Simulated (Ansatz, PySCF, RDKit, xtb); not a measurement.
# Solving SiN2F−, step by step, part 1 of 2

Only the formula SiN2F− is given (charge -1). Aim: find the structure of lowest free energy at 298.15 K, then its properties.

The funnel: GFN2-xTB relaxations, single points with a density functional, relaxations at B3LYP-D3(BJ)/def2-SVPD, harmonic vibrations, and a last energy at a higher level. All values are calculated.

6 further runs of the same task are left out: 6 set aside as unsound or not needed.

## Step 1: Drawing up candidates

All bonding patterns within simple valence rules are listed by program: one Lewis structure each, at most two rings and one unusual centre or charged pair. O–O, O–halogen and N–halogen bonds and N–N–N chains are not drawn. That gives 3 candidates.

| label | SMILES | spin |
| --- | --- | --- |
| c179 | [N-]=N[Si]F | singlet |
| c720 | [N-]=N[Si]F | triplet |
| c800 | F[Si]1=N[N-]1 | singlet |

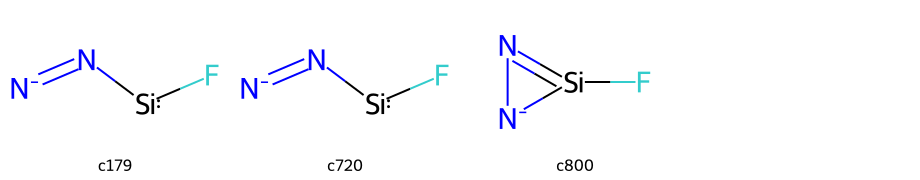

Structural formulas of the candidates.

Candidates are built by distance geometry, with a force field where one applies, in up to four conformers (letters a to d). 2 starts with atoms placed at random are added, to find patterns that the rules miss.

## Step 2: First filter: tight binding

All 6 starts are relaxed the same way. One of them, c720b (enumerated, embedded by distance geometry and MMFF94), in full:

File start.xyz:

```xyz
4
c720b
F      1.469886    -3.445594     0.836384
N     -1.308584    -3.894357     2.709176
N     -0.204462    -3.028178     2.533672
Si     1.356703    -3.357383     2.340835
```

Launch:

```sh
$ xtb start.xyz --gfn 2 --opt --chrg -1 --uhf 2
```

Log, shortened:

```text
* xtb version 6.7.1
[...]
          :  # basis functions                  22          :
[...]
          :  # electrons                        22          :
[...]
          :  Hamiltonian                  GFN2-xTB          :
[...]
          :  net charge                         -1          :
          :  unpaired electrons                  2          :
[...]
   *** convergence criteria satisfied after 15 iterations ***
[...]
   *** GEOMETRY OPTIMIZATION CONVERGED AFTER 18 ITERATIONS ***
[...]
   *** convergence criteria satisfied after 3 iterations ***
[...]
         ::                     SUMMARY                     ::
         :::::::::::::::::::::::::::::::::::::::::::::::::::::
         :: total energy             -12.412040591517 Eh    ::
         :: gradient norm              0.000706525820 Eh/a0 ::
         :: HOMO-LUMO gap              1.254597003688 eV    ::
         ::.................................................::
         :: SCC energy               -12.466166869166 Eh    ::
         :: -> isotropic ES            0.188000646373 Eh    ::
         :: -> anisotropic ES         -0.005642281473 Eh    ::
         :: -> anisotropic XC          0.000726474812 Eh    ::
         :: -> dispersion             -0.002268249867 Eh    ::
         :: repulsion energy           0.054126277648 Eh    ::
         :: add. restraining           0.000000000000 Eh    ::
         :: total charge              -1.000000000000 e     ::
         :::::::::::::::::::::::::::::::::::::::::::::::::::::
[...]
        12        1.0000           -0.0284469              -0.7741 (HOMO)
        13                          0.0176587               0.4805 (LUMO)
[...]
     #   Z          covCN         q      C6AA      α(0)
     1   9 F        0.698    -0.485    14.652     4.520
     2   7 N        1.005    -0.503    32.710     8.213
     3   7 N        1.802    -0.216    26.542     7.632
     4  14 Si       1.543     0.204   197.770    29.962
[...]
     #   Z sym  total        # sym  WBO       # sym  WBO       # sym  WBO
 ---------------------------------------------------------------------------
     1   9 F    0.879 --     4 Si   0.834
     2   7 N    2.377 --     3 N    1.960     4 Si   0.405
     3   7 N    3.347 --     2 N    1.960     4 Si   1.355
     4  14 Si   2.594 --     3 N    1.355     1 F    0.834     2 N    0.405
 ---------------------------------------------------------------------------
[...]
molecular dipole:
                 x           y           z       tot (Debye)
 q only:        0.409       6.572      -3.478
   full:        0.165       6.557      -4.048      19.592
molecular quadrupole (traceless):
[...]
          | TOTAL ENERGY              -12.412040591517 Eh   |
          | GRADIENT NORM               0.000706525820 Eh/α |
          | HOMO-LUMO GAP               1.254597003688 eV   |
           -------------------------------------------------
[...]
```

It took 0.05 s on 2 threads of Intel Xeon 6975P-C (Granite Rapids), shared host.

## Step 3: Distinct minima at GFN2-xTB

6 of the 6 relaxations converged; 2 ended on a minimum already found. 4 distinct structures remain:

| label | start | SMILES after | spin | energy (kcal/mol) |
| --- | --- | --- | --- | --- |
| c179a | drawn | [N-]=N[Si]F | singlet | 0.0 |
| c882 | random and drawn | [F][Si]1[N][N]1 ‡ | singlet | 7.0 |
| c720b | drawn | [N-]=N[Si]F | triplet | 7.0 |
| c720a | drawn | [N-]=N[Si]F | triplet | 13.6 |

‡ marks the bonded skeleton alone, with all bonds drawn single: no Lewis structure was assigned that passes a check against the bond lengths.

GFN2-xTB has no spin polarisation, so it can't rank spin states and is rough for open shells.

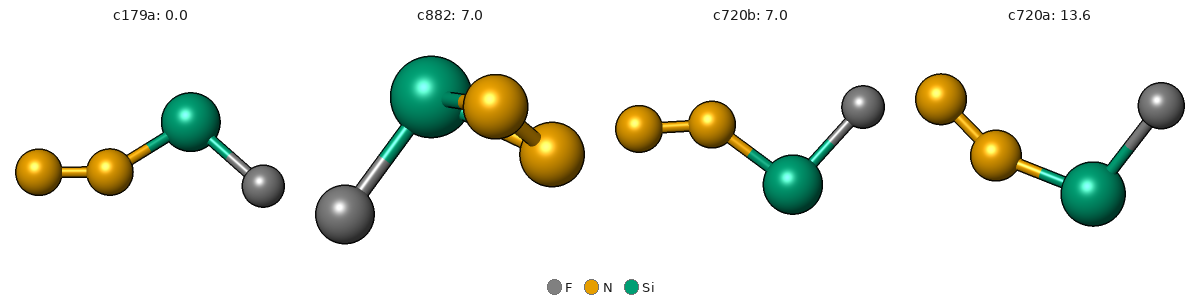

The 4 lowest minima that did not fall apart, with their GFN2-xTB energies in kcal/mol.

## Step 4: Second filter: single points

A choice of the minima (the low ones first, few conformers of a pattern, up to a cap) and the lowest that fell apart get a single point at r2SCAN-D4/def2-SVPD on the tight-binding geometry, and one at HF/STO-3G for comparison. The lowest singlets are also tried as triplets at the same geometry (label ending in t). The first, c179a:

File input.yaml:

```yaml
crystal:
  periodic: [false, false, false]
  atoms:
    - {symbol: F, position_ang: [1.715907, -3.462229, 0.679610]}
    - {symbol: "N", position_ang: [-1.343341, -3.370977, 2.965099]}
    - {symbol: "N", position_ang: [-0.328675, -3.395446, 2.317049]}
    - {symbol: Si, position_ang: [1.330318, -3.385969, 2.388407]}
basis:
  gaussian:
    orbitals: def2-SVPD
total_charge: -1
hamiltonian:
  xc: {name: r2SCAN}
  dispersion: d4
scf:
  lower_state_search: "off"
output: {orbitals: {seedname: orbitals}}
```

Launch:

```sh
$ ansatz run input.yaml --threads 2 --pin off --max-ram 4350MiB --events-out events.jsonl --progress --plain --runs-dir runs
```

Log, shortened:

```text
Warning: RAYON_NUM_THREADS=2 ignored (pool sized by the plan → 2); use --threads N
Functional definition: r2SCAN
  name "r2SCAN"
[...]
763 factors; their error is unknown
[...]
mean field -13564.70074761 eV, -498.4935579902 hartree, gradient 1.5e-6 eV, S^2 0.000000; 0 other end points of the search recorded, 0 dependent functions left out
reference -13564.70075868 eV, -498.4935583970 hartree; 19, 19 occupied and 68, 68 virtual orbitals, 763 factors
Total energy: -13564.72124798 eV, -498.4943113649 hartree
Checks for a lower state left out: stability, starts, cluster_reference, orbital_swaps, neighbouring_geometries, increment
```

Run time: 0.5 s. Hardware: 2 threads of Intel Xeon 6975P-C (Granite Rapids), shared host.

Relative energies in kcal/mol, each column from its lowest structure that stays in one piece:

| label | SMILES | spin | GFN2-xTB | HF/STO-3G | r2SCAN-D4/def2-SVPD |
| --- | --- | --- | --- | --- | --- |
| c882 | [F][Si]1[N][N]1 ‡ | singlet | 7.0 | 4.9 | 0.0 |
| c720b | [N-]=N[Si]F | triplet | 7.0 | 0.0 | 7.3 |
| c720a | [N-]=N[Si]F | triplet | 13.6 | 15.0 | 7.3 |
| c179a | [N-]=N[Si]F | singlet | 0.0 | 39.7 | 10.4 |
| c882t | [F][Si]1[N][N]1 ‡ | triplet | – | – | 29.0 |

‡ marks the bonded skeleton alone, with all bonds drawn single: no Lewis structure was assigned that passes a check against the bond lengths.

## Step 5: Refinement at B3LYP-D3(BJ)/def2-SVPD

4 candidates are relaxed at B3LYP-D3(BJ)/def2-SVPD (chosen among the lowest in one piece, with other spins of them). The first, c882:

File input.yaml:

```yaml
crystal:
  periodic: [false, false, false]
  atoms:
    - {symbol: F, position_ang: [-1.316432, 0.865950, 1.288947]}
    - {symbol: N, position_ang: [-0.025293, 0.139889, -1.007960]}
    - {symbol: "N", position_ang: [0.651482, -0.403594, -0.121862]}
    - {symbol: Si, position_ang: [0.187334, 1.286905, 0.402035]}
basis:
  gaussian:
    orbitals: def2-SVPD
total_charge: -1
magnetization:
  spin_polarized: false
hamiltonian:
  xc: {name: B3LYP}
  dispersion: d3bj
scf:
  lower_state_search: "off"
relax:
  f_tol: 0.003
```

Launch:

```sh
$ ansatz run input.yaml --threads 2 --pin off --max-ram 4350MiB --events-out events.jsonl --progress --plain --runs-dir runs
```

Log, shortened:

```text
Warning: RAYON_NUM_THREADS=2 ignored (pool sized by the plan → 2); use --threads N
[...]
Functional definition: B3LYP
  name "B3LYP"
[...]
772 factors; their error is unknown
[...]
mean field -13569.14466858 eV, -498.6568690737 hartree, gradient 4.0e-6 eV, S^2 0.000000; 0 other end points of the search recorded, 0 dependent functions left out
[...]
reference -13569.14489102 eV, -498.6568772484 hartree; 19, 19 occupied and 68, 68 virtual orbitals, 772 factors
relax step   1: F+E_penalty+E_count = -13569.28223329 eV  Δ(F+E_penalty+E_count) = +0.000e0 eV  max|allowed force component| = 1.247e0 eV/Å  Δτ_max = 0.0000 Å  (18 SCF iters, accepted)
[...]
relax step   5: F+E_penalty+E_count = -13569.36546157 eV  Δ(F+E_penalty+E_count) = -1.610e-4 eV  max|allowed force component| = 2.412e-2 eV/Å  Δτ_max = 0.0045 Å  (24 SCF iters, accepted)
[...]
relax step   6: F+E_penalty+E_count = -13569.36549119 eV  Δ(F+E_penalty+E_count) = -2.962e-5 eV  max|allowed force component| = 2.676e-3 eV/Å  Δτ_max = 0.0018 Å  (24 SCF iters, accepted)
Total energy: -13569.36571594 eV, -498.6649924143 hartree
Atom 0 at    -1.309480     0.887701     1.297803 Å, force     0.000515    -0.000868    -0.002421 eV/Å
Atom 1 at    -0.008989     0.112839    -1.030679 Å, force    -0.002676    -0.001175    -0.000597 eV/Å
Atom 2 at     0.661565    -0.427310    -0.150281 Å, force     0.000498     0.001320     0.000888 eV/Å
Atom 3 at     0.153995     1.315920     0.444317 Å, force     0.001663     0.000722     0.002131 eV/Å
Dipole moment:    -0.031045     0.028138     0.040741 e Å
Checks for a lower state left out: stability, starts, cluster_reference, orbital_swaps, neighbouring_geometries, increment
```

It took 2.8 s on 2 threads of Intel Xeon 6975P-C (Granite Rapids), shared host.

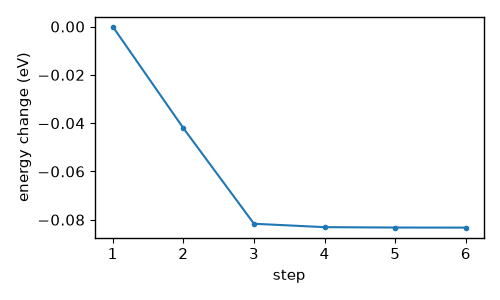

Energy along the run, all evaluated steps.

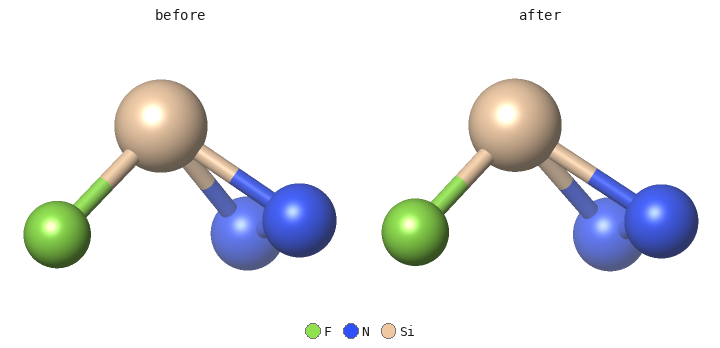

Before and after, at one scale.

After the run. Bond lengths: N2–N3 1.231 Å, F1–Si4 1.747 Å, N2–Si4 1.910 Å, N3–Si4 1.911 Å. Angles: N2–N3–Si4 71.2°, N3–N2–Si4 71.2°, F1–Si4–N2 98.7°, F1–Si4–N3 98.7°, N2–Si4–N3 37.6°.

## Step 6: The relaxed candidates

| label | spin | r2SCAN-D4/def2-SVPD (kcal/mol) | B3LYP-D3(BJ)/def2-SVPD, relaxed (kcal/mol) | time |
| --- | --- | --- | --- | --- |
| c882 | singlet | 0.0 | 0.0 | 2.8 s |
| c179a | singlet | 10.4 | 3.5 | 3.6 s |
| c720a | triplet | 7.3 | 7.6 | 11 s |
| c720b | triplet | 7.3 | 7.8 | 9.3 s |

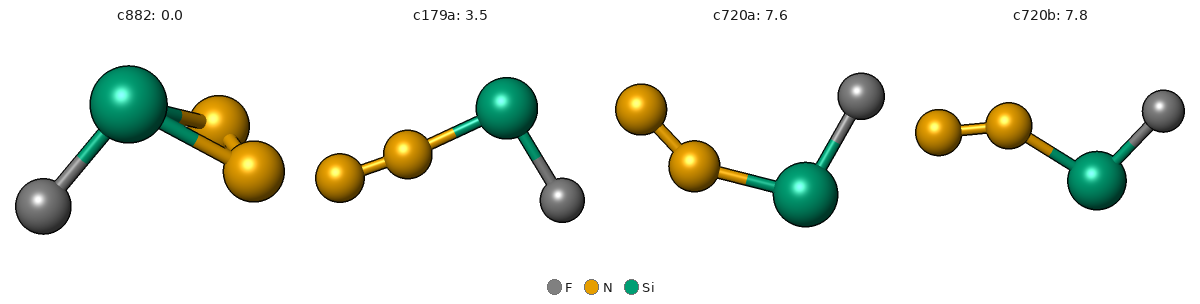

The relaxed structures, with energies at B3LYP-D3(BJ)/def2-SVPD in kcal/mol.

## Step 7: Are they minima? Harmonic frequencies

The lowest few in one piece go on as finalists. Harmonic vibrations at B3LYP-D3(BJ)/def2-SVPD test each finalist and give the zero-point energy and the thermal terms. The first, c882:

File input.yaml:

```yaml
basis:
  gaussian: {orbitals: def2-SVPD}
crystal:
  periodic: [false, false, false]
  atoms:
    - {symbol: F, position_ang: [-1.309480, 0.887701, 1.297803]}
    - {symbol: "N", position_ang: [-0.008989, 0.112839, -1.030679]}
    - {symbol: N, position_ang: [0.661565, -0.427310, -0.150281]}
    - {symbol: Si, position_ang: [0.153995, 1.315920, 0.444317]}
scf: {lower_state_search: "off"}
phonons: {}
total_charge: -1
hamiltonian: {xc: {name: B3LYP}, dispersion: d3bj}
```

Launch:

```sh
$ ansatz run input.yaml --threads 2 --pin off --max-ram 4350MiB --events-out events.jsonl --progress --plain --runs-dir runs
```

Log, shortened:

```text
Warning: RAYON_NUM_THREADS=2 ignored (pool sized by the plan → 2); use --threads N
Functional definition: B3LYP
  name "B3LYP"
[...]
772 factors; their error is unknown
[...]
mean field -13569.22840429 eV, -498.6599463043 hartree, gradient 4.9e-6 eV, S^2 0.000000; 0 other end points of the search recorded, 0 dependent functions left out
[...]
reference -13569.22862978 eV, -498.6599545908 hartree; 19, 19 occupied and 68, 68 virtual orbitals, 772 factors
[...]
772 factors; their error is unknown
mean field -13569.22835280 eV, -498.6599444121 hartree, gradient 1.6e-6 eV, S^2 0.000000; 0 other end points of the search recorded, 0 dependent functions left out
[...]
reference -13569.22857829 eV, -498.6599526985 hartree; 19, 19 occupied and 68, 68 virtual orbitals, 772 factors
[...]
772 factors; their error is unknown
[...]
772 factors; their error is unknown
mean field -13569.22836254 eV, -498.6599447701 hartree, gradient 2.4e-6 eV, S^2 0.000000; 0 other end points of the search recorded, 0 dependent functions left out
[...]
reference -13569.22858799 eV, -498.6599530552 hartree; 19, 19 occupied and 68, 68 virtual orbitals, 772 factors
Total energy: -13569.36572089 eV, -498.6649925962 hartree
Atom 0 at    -1.309480     0.887701     1.297803 Å, force     0.000422    -0.000931    -0.002389 eV/Å
Atom 1 at    -0.008989     0.112839    -1.030679 Å, force    -0.002656    -0.001214    -0.000538 eV/Å
Atom 2 at     0.661565    -0.427310    -0.150281 Å, force     0.000442     0.001344     0.000846 eV/Å
Atom 3 at     0.153995     1.315920     0.444317 Å, force     0.001792     0.000801     0.002081 eV/Å
Dipole moment:    -0.031045     0.028138     0.040741 e Å
Vibrations: 263.42 299.30 531.02 625.19 632.29 1618.67 cm⁻¹, zero-point energy 0.246102 eV
Checks for a lower state left out: stability, starts, cluster_reference, orbital_swaps, neighbouring_geometries, increment
```

It took 11 s on 2 threads of Intel Xeon 6975P-C (Granite Rapids), shared host.

## Step 8: Zero-point energy and free-energy terms

At 298.15 K and 1 atm, ideal gas, rigid rotor and harmonic oscillator:

| label | SMILES | spin | point group | lowest mode (cm⁻¹) | zero-point (kcal/mol) | G − E (kcal/mol) |
| --- | --- | --- | --- | --- | --- | --- |
| c882 | [F][Si]1[N][N]1 ‡ | singlet | Cs | 263 | 5.7 | -11.2 |
| c179a | [N-]=N[Si]F | singlet | Cs | 163 | 5.8 | -11.5 |
| c720a | [N-]=N[Si]F | triplet | Cs | 113 | 5.0 | -13.2 |
| c720b | [N-]=N[Si]F | triplet | Cs | 183 | 5.0 | -13.0 |

‡ marks the bonded skeleton alone, with all bonds drawn single: no Lewis structure was assigned that passes a check against the bond lengths.

## Step 9: Last filter: a higher level

Single points at CCSD(T)/def2-TZVPPD on the refined geometries decide the order.

c882, CCSD(T)/def2-TZVPPD:

File input.yaml:

```yaml
crystal:
  periodic: [false, false, false]
  atoms:
    - symbol: F
      position_ang: [-1.309480, 0.887701, 1.297803]
    - symbol: N
      position_ang: [-0.008989, 0.112839, -1.030679]
    - symbol: "N"
      position_ang: [0.661565, -0.427310, -0.150281]
    - symbol: Si
      position_ang: [0.153995, 1.315920, 0.444317]
basis:
  gaussian: {orbitals: def2-TZVPPD.json}
total_charge: -1
correlation: {method: ccsd_t, frozen_orbitals: {Si: 5, "N": 1, F: 1}}
```

The basis set def2-TZVPPD is read from a file made from the Basis Set Exchange's data (not shown).

Launch:

```sh
$ ansatz run input.yaml --threads 2 --pin off --max-ram 4350MiB --events-out events.jsonl --progress --plain --runs-dir runs
```

Log, shortened:

```text
Warning: RAYON_NUM_THREADS=2 ignored (pool sized by the plan → 2); use --threads N
Functional definition: HF
  name "HF"
[...]
1016 factors; integrals over basis functions are off by at most 8.2e-4 eV
[...]
mean field -13534.24859697 eV, -497.3744620955 hartree, gradient 2.2e-6 eV, S^2 0.000000; 1 other end points of the search recorded, 0 dependent functions left out
8 core orbitals not correlated: weight in the atoms' cores, before any rotation towards them, 1.000 or more for the frozen orbitals, at most 0.000 for the correlated occupied ones
reference -13534.24859697 eV, -497.3744620955 hartree; 11, 11 occupied and 143, 143 virtual orbitals, 1016 factors
second order -21.05961702 eV of doubles, -0.00000000 eV of singles
cycle   1  -20.28642046 eV  change    7.7e-1 eV  update   1.3e-1
[...]
cycle  13  -21.09600989 eV  change    1.5e-5 eV  update   2.1e-5
perturbative correction -1.07736668 eV, -0.0395924951 hartree
Total energy: -13556.42197354 eV, -498.1893186548 hartree
```

It took 12 s on 2 threads of Intel Xeon 6975P-C (Granite Rapids), shared host; peak memory 1.4 GiB.

## Step 10: c179a at CCSD(T)/def2-TZVPPD

File input.yaml:

```yaml
basis:
  gaussian:
    orbitals: def2-TZVPPD.json
crystal:
  periodic: [false, false, false]
  atoms:
    - {symbol: F, position_ang: [1.558388, -3.463985, 0.658594]}
    - {symbol: "N", position_ang: [-1.415049, -3.381074, 2.745175]}
    - {symbol: N, position_ang: [-0.268540, -3.385548, 2.539711]}
    - {symbol: Si, position_ang: [1.499410, -3.384013, 2.406685]}
total_charge: -1
magnetization:
  spin_polarized: false
correlation:
  method: ccsd_t
  frozen_orbitals: {Si: 5, "N": 1, F: 1}
```

The basis set def2-TZVPPD is read from a file made from the Basis Set Exchange's data (not shown).

Launch:

```sh
$ ansatz run input.yaml --threads 2 --pin off --max-ram 4350MiB --events-out events.jsonl --progress --plain --runs-dir runs
```

Log, shortened:

```text
Warning: RAYON_NUM_THREADS=2 ignored (pool sized by the plan → 2); use --threads N
Functional definition: HF
  name "HF"
[...]
1017 factors; integrals over basis functions are off by at most 1.2e-3 eV
[...]
mean field -13533.82772437 eV, -497.3589953128 hartree, gradient 2.2e-6 eV, S^2 0.000000; 4 other end points of the search recorded, 0 dependent functions left out; unrestricted orbitals would lower it
determinant -13533.82772437 eV, -497.3589953128 hartree, with singles and doubles -13555.09040475 eV, -498.1403844045 hartree
determinant -13531.28600117 eV, -497.2655887081 hartree, with singles and doubles -13552.50338971 eV, -498.0453133553 hartree
8 core orbitals not correlated: weight in the atoms' cores, before any rotation towards them, 1.000 or more for the frozen orbitals, at most 0.000 for the correlated occupied ones
reference -13533.82772437 eV, -497.3589953128 hartree; 11, 11 occupied and 143, 143 virtual orbitals, 1017 factors
second order -21.19653451 eV of doubles, -0.00000000 eV of singles
cycle   1  -21.12072633 eV  change    -1.7e0 eV  update   3.0e-2
[...]
cycle  10  -21.17552521 eV  change    2.0e-5 eV  update   1.3e-5
perturbative correction -1.14385095 eV, -0.0420357472 hartree
Total energy: -13556.14710053 eV, -498.1792172579 hartree
```

Run time: 13 s. Hardware: 2 threads of Intel Xeon 6975P-C (Granite Rapids), shared host; peak memory 1 GiB.

For c179a the log finds that unrestricted Hartree-Fock orbitals lie lower, a sign to watch the closed-shell reference there.

## Step 11: Free energies and the winner

Energies in kcal/mol from c882; G adds the thermal terms to the CCSD(T)/def2-TZVPPD energy. The columns left of the relaxed level are at the tight-binding geometries.

| label | SMILES | spin | HF/STO-3G | r2SCAN-D4/def2-SVPD | B3LYP-D3(BJ)/def2-SVPD | HF/def2-TZVPPD | MP2/def2-TZVPPD | CCSD(T)/def2-TZVPPD | G | share at equilibrium | T1 |
| --- | --- | --- | --- | --- | --- | --- | --- | --- | --- | --- | --- |
| c882 | [F][Si]1[N][N]1 ‡ | singlet | 0.0 | 0.0 | 0.0 | 0.0 | 0.0 | 0.0 | 0.0 | 100.0 % | 0.021 |
| c179a | [N-]=N[Si]F | singlet | 34.8 | 10.4 | 3.5 | 9.7 | 6.5 | 6.3 | 6.1 | < 0.1 % | 0.021 |
| c720b | [N-]=N[Si]F | triplet | -4.9 | 7.3 | 7.8 | -12.0 | 31.3 | 15.7 | 13.9 | < 0.1 % | 0.040 |
| c720a | [N-]=N[Si]F | triplet | 10.1 | 7.3 | 7.6 | -11.9 | 31.5 | 16.3 | 14.4 | < 0.1 % | 0.039 |

‡ marks the bonded skeleton alone, with all bonds drawn single: no Lewis structure was assigned that passes a check against the bond lengths.

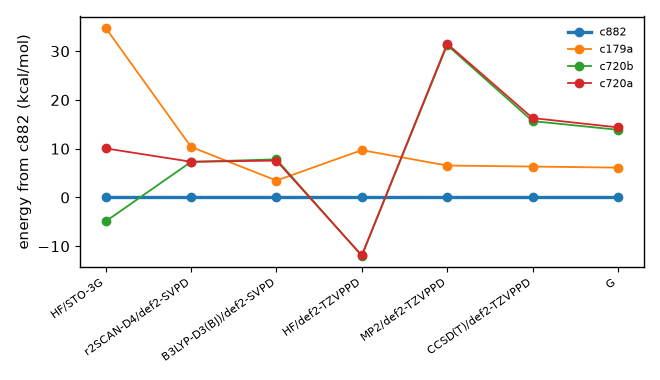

The finalists at each level, measured from c882.

Lowest found: c882, `[F][Si]1[N][N]1` ‡, a singlet of point group Cs. Bond lengths: N2–N3 1.231 Å, F1–Si4 1.747 Å, N2–Si4 1.910 Å, N3–Si4 1.911 Å. Angles: N2–N3–Si4 71.2°, N3–N2–Si4 71.2°, F1–Si4–N2 98.7°, F1–Si4–N3 98.7°, N2–Si4–N3 37.6°.

```xyz
4

F    -1.3095    0.8877    1.2978
N    -0.0090    0.1128   -1.0307
N     0.6616   -0.4273   -0.1503
Si    0.1540    1.3159    0.4443
```

‡ marks the bonded skeleton alone, with all bonds drawn single: no Lewis structure was assigned that passes a check against the bond lengths.

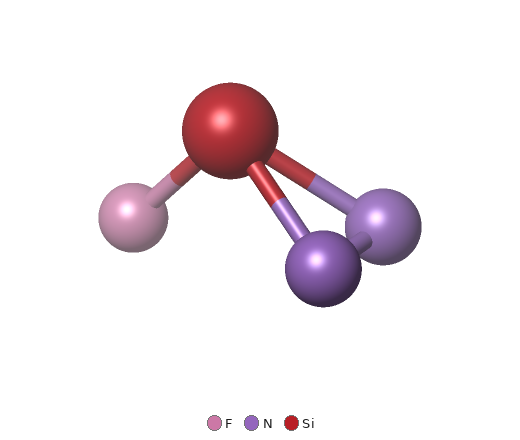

The lowest structure found, seen from a chosen angle (fluorine pink, nitrogen purple, silicon red).

(Continued in part 2 of 2.)
